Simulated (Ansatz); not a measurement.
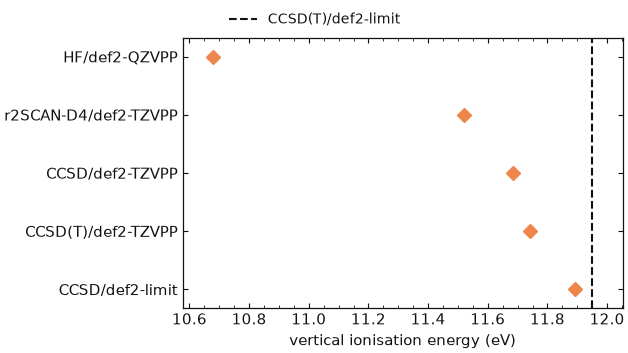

Vertical ionisation energy of MgClF, SMILES [F][Mg][Cl], singlet, taken as the energy of the cation less that of the neutral at fixed geometry (unrestricted doublet cation, cores frozen in correlated methods, no spin-orbit coupling), the Ansatz code, at a PBE0-D4/def2-TZVP geometry (a minimum by its frequencies). Limit means an estimate of the basis limit from triple and quadruple zeta; for coupled cluster it is either extrapolated directly or built as the MP2 limit plus the step from MP2 in triple zeta. The distance of CCSD/def2-TZVPP and CCSD(T)/def2-TZVPP to the limit includes basis error.

Q: Which level comes closest to the line (CCSD(T)/def2-limit), and which misses most?

A: Closest CCSD/def2-limit (11.89 eV), against 11.95 eV; farthest HF/def2-QZVPP (10.68 eV).

Q: Give the values.

A:
| level | eV | less CCSD(T)/def2-limit |
| --- | --- | --- |
| HF/def2-QZVPP | 10.68 | −1.27 |
| r2SCAN-D4/def2-TZVPP | 11.52 | −0.43 |
| CCSD/def2-TZVPP | 11.68 | −0.27 |
| CCSD(T)/def2-TZVPP | 11.74 | −0.21 |
| CCSD/def2-limit | 11.89 | −0.06 |
| CCSD(T)/def2-limit | 11.95 | 0.00 |

Caveats, for all or some of the runs: outer-core shells are correlated without core-valence functions, which makes the correlated values less sure.
